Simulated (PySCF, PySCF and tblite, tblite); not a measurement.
# C3H9NOSi: a path driven as rotation about a bond, and NMR exchange, part 2 of 2

PySCF and tblite. Atoms count from 0.

## (9) Shieldings, end: PBE0/pcSseg-1

Job settings and geometry (Å):

```
{"job": {"kind": "nmr", "xc": "PBE0", "basis": "pcSseg-1", "pop": false}, "charge": 0, "multiplicity": 1}
C     -2.102257    -0.399704     0.389497
C     -0.904584     0.102625    -0.420767
O     -0.381455     1.299559     0.095377
C      0.152581    -0.982422    -0.518461
N      1.380596    -0.851455    -0.365348
Si     2.419636     0.494160    -0.047482
H     -2.553159    -1.262734    -0.092228
H     -1.783542    -0.684857     1.391589
H     -2.848918     0.387008     0.470409
H     -1.225430     0.343945    -1.443088
H     -0.191232     1.175268     1.032096
H     -0.247916    -1.974590    -0.740445
H      2.428967     0.662908     1.411104
H      2.142363     1.766773    -0.706729
H      3.700167    -0.038925    -0.516105
```

Log:

```text
coarse grid: 12616 points
cycle   1  E = -538.5866405622  dE =  6.190e-01  |g| = 7.038e-01  |ddm| = 3.343e+00
cycle   2  E = -538.4463055934  dE =  1.403e-01  |g| = 1.103e+00  |ddm| = 1.498e+00
cycle   3  E = -538.6801855646  dE = -2.339e-01  |g| = 1.454e-01  |ddm| = 1.010e+00
cycle   4  E = -538.6843896484  dE = -4.204e-03  |g| = 5.715e-02  |ddm| = 1.467e-01
cycle   5  E = -538.6850414705  dE = -6.518e-04  |g| = 1.602e-02  |ddm| = 5.838e-02
cycle   6  E = -538.6850906191  dE = -4.915e-05  |g| = 3.849e-03  |ddm| = 1.564e-02
cycle   7  E = -538.6850939180  dE = -3.299e-06  |g| = 4.136e-04  |ddm| = 3.590e-03
final grid: 116104 points
cycle   8  E = -538.7286300388  dE = -2.840e-05  |g| = 8.670e-03  |ddm| = 2.200e-02
cycle   9  E = -538.7286183178  dE =  1.172e-05  |g| = 1.172e-02  |ddm| = 1.519e-02
cycle  10  E = -538.7286457868  dE = -2.747e-05  |g| = 1.028e-03  |ddm| = 8.800e-03
cycle  11  E = -538.7286459890  dE = -2.022e-07  |g| = 1.652e-04  |ddm| = 9.735e-04
cycle  12  E = -538.7286459945  dE = -5.478e-09  |g| = 5.008e-05  |ddm| = 1.912e-04
cycle  13  E = -538.7286459948  dE = -3.296e-10  |g| = 2.848e-05  |ddm| = 5.605e-05
converged SCF energy = -538.7286459948

GIAO shielding tensors (ppm)
atom      isotropic    diamagn.    paramagn.     s11        s22        s33       span
  0 C      164.505     249.470     -84.965    145.940    161.542    186.032     40.092
  1 C      109.418     246.516    -137.097     85.320     98.237    144.698     59.378
  2 O      279.262     391.116    -111.854    233.123    280.559    324.104     90.981
  3 C        4.066     254.122    -250.056   -100.369      6.144    106.424    206.793
  4 N      -98.979     329.021    -428.001   -474.817   -136.915    314.794    789.612
  5 Si     416.368     880.324    -463.956    357.897    420.311    470.896    112.998
  6 H       30.123      29.539       0.584     26.379     27.288     36.701     10.322
  7 H       30.932      30.975      -0.042     27.627     29.572     35.598      7.971
  8 H       30.077      29.111       0.967     26.471     28.069     35.692      9.222
  9 H       27.481      30.595      -3.114     23.743     27.379     31.321      7.577
 10 H       31.662      35.051      -3.389     25.762     27.573     41.652     15.891
 11 H       23.174      30.837      -7.663     20.963     22.323     26.236      5.274
 12 H       26.733      30.386      -3.652     23.655     26.188     30.357      6.703
 13 H       26.221      29.944      -3.723     21.806     27.018     29.840      8.033
 14 H       26.415      28.965      -2.550     22.869     25.456     30.919      8.050
```

Run time: 11 s. Hardware: 1 thread of INTEL XEON PLATINUM 8581C at 2.30GHz, shared host; peak memory 0.76 GiB.

Key values: HOMO -6.69 eV, LUMO -0.76 eV; dipole 2.70 D.

## (10) Barriers, rates and exchange

Job settings and geometry (Å):

```
{"job": {"smiles": "CC(O)/C=N/[SiH3]", "charge": 0, "mult": 1, "motion": "rotation", "what": "imine", "atoms": [3, 4], "drives": [{"terms": [["t", [1, 3, 4, 5], 0.5], ["t", [11, 3, 4, 5], 0.5]], "by": 180, "n": 12}], "study": "path", "level": {"kind": "nmr", "xc": "PBE0", "basis": "pcSseg-1"}, "fields": [60, 90, 800], "first": 1, "seed": 457, "refine": {"xc": "B3LYP", "basis": "def2-SVP"}, "kind": "path"}, "charge": 0, "multiplicity": 1}
C     -2.121002    -0.617439     0.523900
C     -1.274662     0.147702    -0.507546
O     -1.319747     1.528010    -0.277256
C      0.137557    -0.363713    -0.455021
N      1.064839     0.401352    -0.109284
Si     2.763705     0.239411     0.112671
H     -2.125605    -1.680550     0.299651
H     -1.715595    -0.460270     1.520620
H     -3.138870    -0.239219     0.498530
H     -1.683401    -0.047983    -1.511461
H     -0.434924     1.779160     0.036284
H      0.263692    -1.423156    -0.705978
H      2.942357     0.617688     1.512154
H      3.311136     1.219263    -0.820853
H      3.326105    -1.092266    -0.138325
```

Log:

```text
stationary points (kcal/mol above the start)
  n  kind          group   xTB      DFT    lowest mode
  0  minimum      C1       0.00     0.00      67.1
  1  saddle       C1       4.56     8.18    -164.1
  2  minimum      C1       0.65     5.97      43.1

GFN2-xTB energies: T/K, barrier G, reaction G (kcal/mol), k forward, k back (1/s)
 150.00     3.92     1.09   6.01e+06   2.36e+08
 200.00     3.97     1.14   1.92e+08   3.42e+09
 250.00     4.03     1.21   1.56e+09   1.78e+10
 298.15     4.11     1.28   6.07e+09   5.24e+10
 350.00     4.20     1.36   1.73e+10   1.22e+11
 400.00     4.31     1.44   3.68e+10   2.26e+11
 500.00     4.56     1.62   1.06e+11   5.42e+11

PBE0/pcSseg-1 + D3(BJ) energies: T/K, barrier G, reaction G (kcal/mol), k forward, k back (1/s)
 150.00     7.54     6.41       32.2   7.13e+10
 200.00     7.59     6.47   2.14e+04   2.49e+11
 250.00     7.65     6.53   1.07e+06   5.47e+11
 298.15     7.72     6.60   1.35e+07   9.29e+11
 350.00     7.82     6.68   9.54e+07   1.41e+12
 400.00     7.93     6.76   3.89e+08   1.93e+12
 500.00     8.17     6.94   2.79e+09   3.01e+12
```

It took 5.5 min on 1 thread of INTEL XEON PLATINUM 8581C at 2.30GHz, shared host; peak memory 0.76 GiB. This counts the whole study up to here.

Barriers by level (kcal/mol; entropies in cal/(mol K)). Zero-point and thermal terms come from xTB in every row. ΔG‡ leaves symmetry out; the rate counts one path; effective ΔG‡, where given, is the barrier that would give that rate by Eyring's equation alone:

| level | ΔE‡ | with zero-point | ΔH‡ | ΔS‡ | ΔG‡ (298 K) | ΔE of reaction | k at 298 K (1/s) | effective ΔG‡ |
| --- | --- | --- | --- | --- | --- | --- | --- | --- |
| GFN2-xTB | 4.56 | 3.91 | 3.71 | -1.3 | 4.11 | 0.65 | 6.1e+09 | 4.11 |
| PBE0/pcSseg-1 + D3(BJ) | 8.18 | 7.53 | 7.33 | -1.3 | 7.72 | 5.97 | 1.4e+07 | 7.72 |

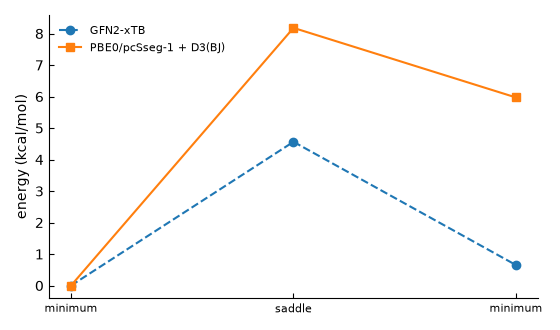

The xTB stationary points, at both levels.

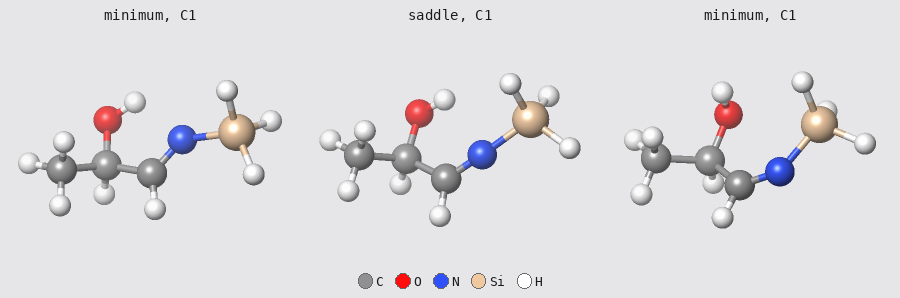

The stationary points in order.

Sites that the driver pairs across this motion, and where their lines would merge (no couplings; faster rotations or exchange between molecules can average them sooner):

| nucleus | sites: shielding (ppm) | proton frequency (MHz) | spread (Hz) | coalescence (K) | lines at 298 K |
| --- | --- | --- | --- | --- | --- |
| 1H | H10: 27.72; H10 (end): 31.66 | 800 | 3151 | not given | – |
| 15N | N4: -68.5; N4 (end): -99.0 | 800 | 2470 | not given | – |
| 17O | O2: 301.4; O2 (end): 279.3 | 800 | 2401 | not given | – |
| 29Si | Si5: 405.1; Si5 (end): 416.4 | 800 | 1793 | not given | – |
| 13C | C3: 0.6; C3 (end): 4.1 | 800 | 691 | not given | – |
| 13C | C1: 111.8; C1 (end): 109.4 | 800 | 482 | not given | – |
| 1H | H12, H13, H14: 26.68; H12, H13, H14 (end): 26.46 | 800 | 178 | not given | – |
| 1H | H11: 23.01; H11 (end): 23.17 | 800 | 132 | not given | – |

A dash: the driver gave no coalescence for this row (it judged the minor form too scarce).

Rows that set an atom against itself at the end compare its shielding in the two forms.

Lines of quadrupolar nuclei are broad, so their coalescence could hardly be seen.

## (11) Results

What follows sums up all 2 parts.

| quantity | value |
| --- | --- |
| barrier (PBE0/pcSseg-1 + D3(BJ)) | ΔE‡ 8.2, ΔG‡(298 K) 7.7 kcal/mol |
| barrier (GFN2-xTB) | ΔE‡ 4.6 kcal/mol |
| rate at 298 K | 1.4e+07 s⁻¹ |
| end of the path | 6.0 kcal/mol from the start |
| stages that failed or stayed incomplete | 2 |

In words: The saddle has a nearly straight angle, C3–N4–Si5 (177°), which it lacks at the start: the motion passes through an in-plane inversion or a T-shaped form rather than a plain rotation or pyramidal inversion. The barrier is 8.2 kcal/mol at the DFT level (xTB: 4.6); with thermal terms and the count of paths the DFT value gives a rate of 1.4e+07 s⁻¹ at 298 K. An error of 1.4 kcal/mol changes that rate tenfold. The DFT refinement failed, so xTB geometries stand.
